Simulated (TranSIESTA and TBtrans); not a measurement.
Device: C chain with one bond stretched by 1.5 Å. Leads: straight C chain, spacing 1.29 Å. Geometry: as built, not relaxed. Transport runs along z; the first 10 and the last 10 of the 32 atoms are the lead cells, repeated to infinity.

```xyz
32
Lattice="9.000 0.000 0.000 0.000 9.000 0.000 0.000 0.000 42.780" Properties=species:S:1:pos:R:3 pbc="F F T"
C      4.500     4.500     0.000
C      4.500     4.500     1.290
C      4.500     4.500     2.580
C      4.500     4.500     3.870
C      4.500     4.500     5.160
C      4.500     4.500     6.450
C      4.500     4.500     7.740
C      4.500     4.500     9.030
C      4.500     4.500    10.320
C      4.500     4.500    11.610
C      4.500     4.500    12.900
C      4.500     4.500    14.190
C      4.500     4.500    15.480
C      4.500     4.500    16.770
C      4.500     4.500    18.060
C      4.500     4.500    19.350
C      4.500     4.500    22.140
C      4.500     4.500    23.430
C      4.500     4.500    24.720
C      4.500     4.500    26.010
C      4.500     4.500    27.300
C      4.500     4.500    28.590
C      4.500     4.500    29.880
C      4.500     4.500    31.170
C      4.500     4.500    32.460
C      4.500     4.500    33.750
C      4.500     4.500    35.040
C      4.500     4.500    36.330
C      4.500     4.500    37.620
C      4.500     4.500    38.910
C      4.500     4.500    40.200
C      4.500     4.500    41.490
```

Computed with TranSIESTA and TBtrans, PBE, SZP numerical orbitals (energy shift 0.15 eV), PseudoDojo norm-conserving scalar-relativistic potentials, mesh cutoff 200 Ry, 300 K, no spin polarisation, no spin-orbit coupling; self-consistent non-equilibrium Green functions.

Energies count from the leads' Fermi level. Transmissions are for one spin of a degenerate pair. The energy step is 0.01 eV; narrower resonances are cut or missed.

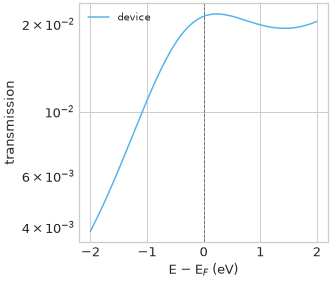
*Transmission against energy*

| E (eV) | T | lead channels |
|---|---|---|
| -2.00 | 0.0039 | 2 |
| -1.80 | 0.0047 | 2 |
| -1.60 | 0.0057 | 2 |
| -1.40 | 0.0070 | 2 |
| -1.20 | 0.0088 | 2 |
| -1.00 | 0.011 | 2 |
| -0.80 | 0.013 | 2 |
| -0.60 | 0.016 | 2 |
| -0.40 | 0.018 | 2 |
| -0.20 | 0.020 | 2 |
| 0.00 | 0.021 | 2 |
| 0.20 | 0.022 | 2 |
| 0.40 | 0.022 | 2 |
| 0.60 | 0.021 | 2 |
| 0.80 | 0.020 | 2 |
| 1.00 | 0.020 | 2 |
| 1.20 | 0.020 | 2 |
| 1.40 | 0.019 | 2 |
| 1.60 | 0.019 | 2 |
| 1.80 | 0.020 | 2 |
| 2.00 | 0.020 | 2 |

The straight chain is held at its spacing; free chains may zigzag or dimerise. No spin-polarised start was tried, so a magnetic state, if there is one, is missed.
